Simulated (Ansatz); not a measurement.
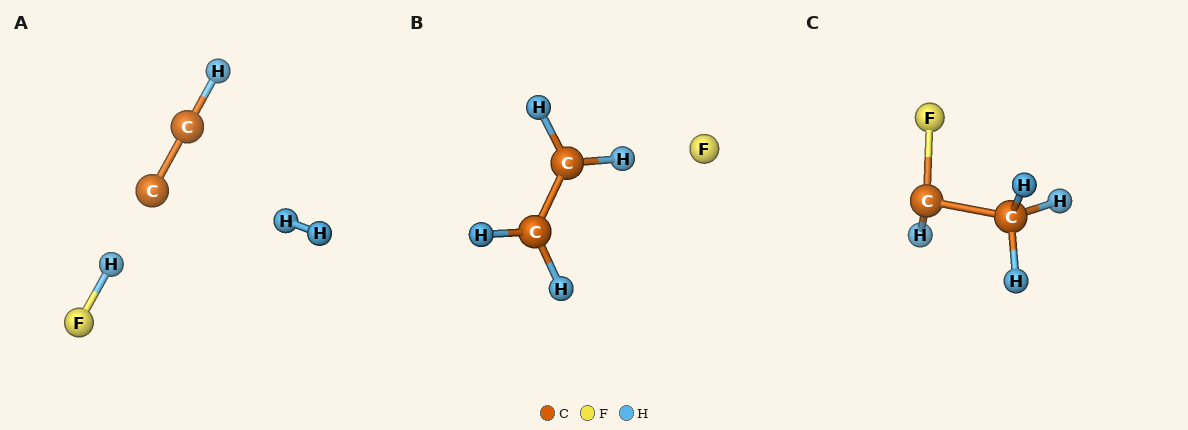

3 stationary structures of one formula. The species has charge −1 and is a spin singlet. Geometries: PBE0-D4/def2-TZVPD. Electronic energies: RHF-CCSD(T) (frozen core)/def2-TZVPPD (Ansatz 0.2.0), without zero-point energy. No frequency run is at hand to confirm each as a minimum. Each is one conformer, not always the lowest.

Which structure is the most stable?

Answer. B is lowest (Cs); A lies 35.1 kcal/mol above it (Cs), C lies 38.5 kcal/mol above it (C1).
